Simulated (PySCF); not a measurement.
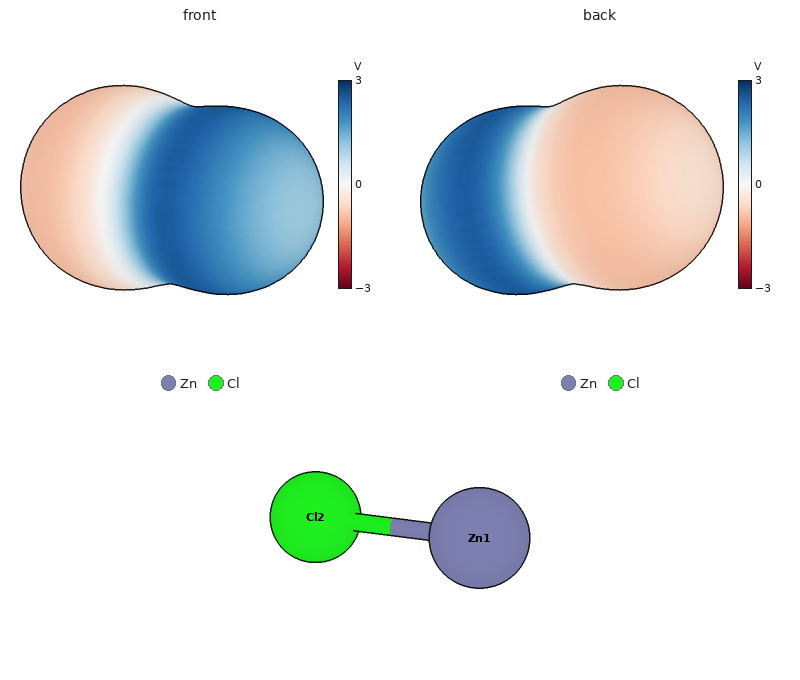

Figure. ZnCl (doublet). The molecular electrostatic potential painted on the density surface at 0.004 e/bohr³, seen from the front and from behind; red is negative and blue positive. The bare structure is drawn below in the same view.

Theory: PBE0/def2-TZVPP, non-relativistic Hamiltonian with scalar-relativistic core potentials where named, at a bond length of 2.166 Å in PySCF 2.14.0.

| atom | x (Å) | y (Å) | z (Å) |
| --- | --- | --- | --- |
| Zn | 0.0000 | 0.0000 | -0.7659 |
| Cl | 0.0000 | 0.0000 | 1.4001 |

> Which sites attract a positive test charge, and which a negative one?

A positive charge is drawn to the negative regions and a negative charge to the positive ones. The most negative region (about −0.9 V) lies over Cl2, the most positive (about +2.5 V) over Zn1.
